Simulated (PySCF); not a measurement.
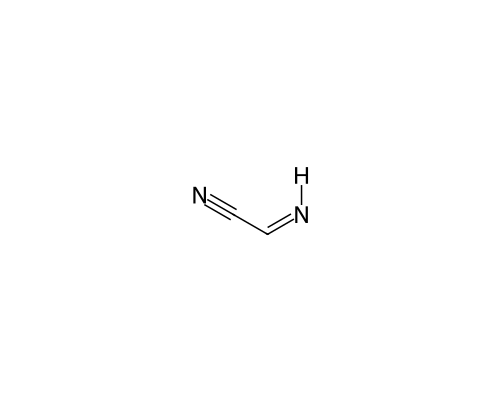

A structural formula.

Question: Give its SMILES.

Answer: [H]/N=C\C#N

Question: Give the formula, hydrogens included.

Answer: C2H2N2.

Question: An optimisation with PBE0-D3(BJ)/def2-TZVP gave a structure of which point group?

Answer: Cs.

More results for the same structure follow; atom numbers are the same in all pictures, views and colours differ. The computed structure is the end point of a PBE0-D3(BJ)/def2-TZVP optimisation. No frequency run is at hand to confirm it as a minimum.

## Bond orders

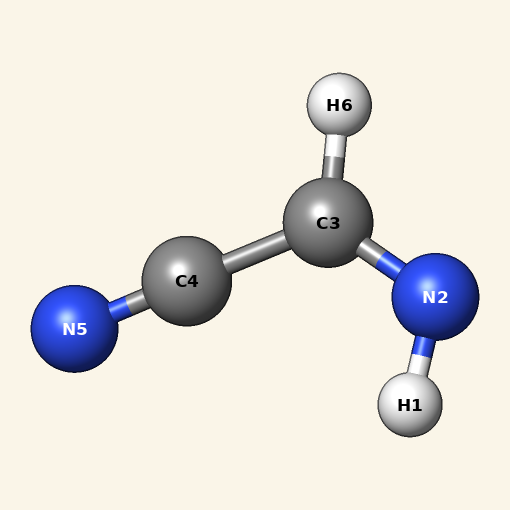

Every bond is drawn as one stick. No frequency run is at hand to confirm it as a minimum. Level of theory: PBE0/pcSseg-2 (PySCF 2.14.0).

Question: Which bond has the highest Mayer bond order?

Answer: C4–N5, 2.99, at a length of 1.151 Å.

List the Mayer bond orders of H1–N2, N2–C3, C3–C4, C3–H6, C4–N5.

```
 bond  Mayer order  length (Å)
H1–N2         0.98       1.021
N2–C3         2.02       1.263
C3–C4         0.95       1.443
C3–H6         0.98       1.090
C4–N5         2.99       1.151
```

## Quadrupole coupling

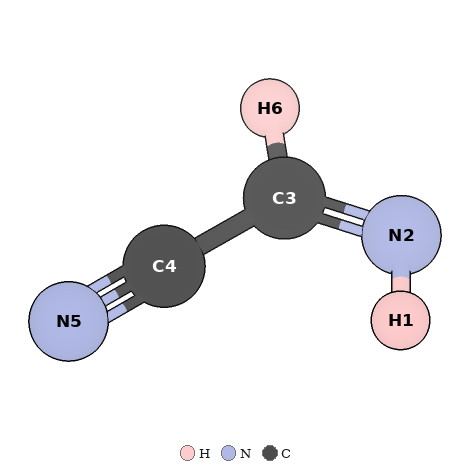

No frequency run is at hand to confirm it as a minimum. Electric field gradients from the ground-state density, PBE0/pcSseg-2 (PySCF 2.14.0), non-relativistic apart from any core potentials.

Give the largest field-gradient component, the quadrupole coupling constant and the asymmetry for 14N at N2 (Q = 20.44 mb), 14N at N5 (Q = 20.44 mb), 2H at H1 (Q = 2.86 mb), 2H at H6 (Q = 2.86 mb).

```json
{"atom": "N2", "V_zz (a.u.)": "−1.048", "e²qQ/h (MHz)": "−5.03", "η": "0.68"}
{"atom": "N5", "V_zz (a.u.)": "−1.054", "e²qQ/h (MHz)": "−5.06", "η": "0.11"}
{"atom": "H1", "V_zz (a.u.)": "0.358", "e²qQ/h (MHz)": "0.241", "η": "0.03"}
{"atom": "H6", "V_zz (a.u.)": "0.276", "e²qQ/h (MHz)": "0.185", "η": "0.06"}
```

## Dipole moment

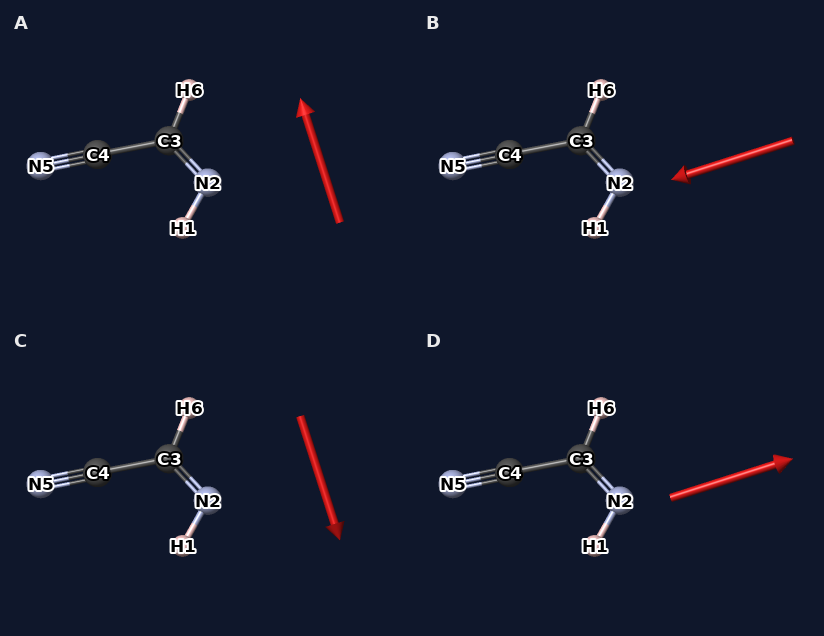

The same molecule four times, each with an arrow. No frequency run is at hand to confirm it as a minimum. Properties computed with WP04/pcSseg-2 in chloroform (IEF-PCM) (PySCF 2.14.0).

Question: Which arrow points along the dipole moment, from the negative to the positive end?

Answer: D. The dipole moment is 1.76 D; it points from the side of N5 to the side of N2, H6 (the outermost atoms at the two ends).
